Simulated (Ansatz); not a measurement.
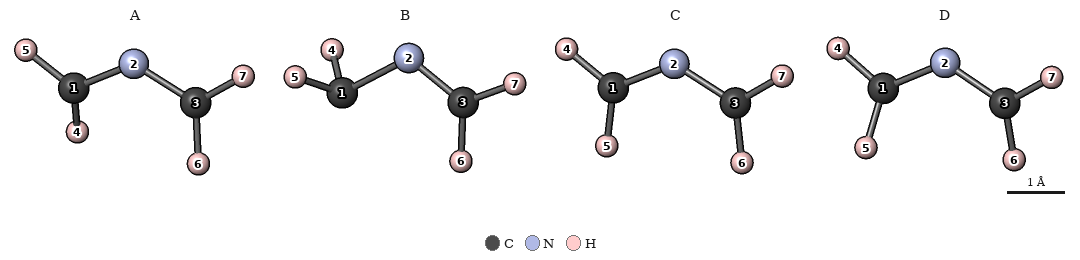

4 geometries from a converged minimum-energy path of C$_{2}$H$_{4}$N (charge −1), shuffled. The picture is a ball-and-stick view, seen at a tilt.

All numbers below come from RKS CAM-B3LYP-D4/6-31G* in Ansatz 0.2.0. Run with 7 movable images; climbing image; force threshold 0.05 eV/Å; iteration limit 60; starting path through a guess of the saddle point.

One of them is the converged climbing image. Which?

B. In order along the path, whose images run from 0 to 8: C (image 0, 0.0 kcal/mol), D (image 1, +3.5 kcal/mol), B (image 4, +27.8 kcal/mol), A (image 7, +3.6 kcal/mol). The motion is a rotation about the C1–N2 bond by about 180°. No bond forms or breaks between the ends. Bond angles that change up to the highest image, for instance: N2–C1–H5 123.2° → 100.7°, H4–C1–H5 117.3° → 98.4°.

Limits of the set-up: the basis has no diffuse functions, which an anion needs.
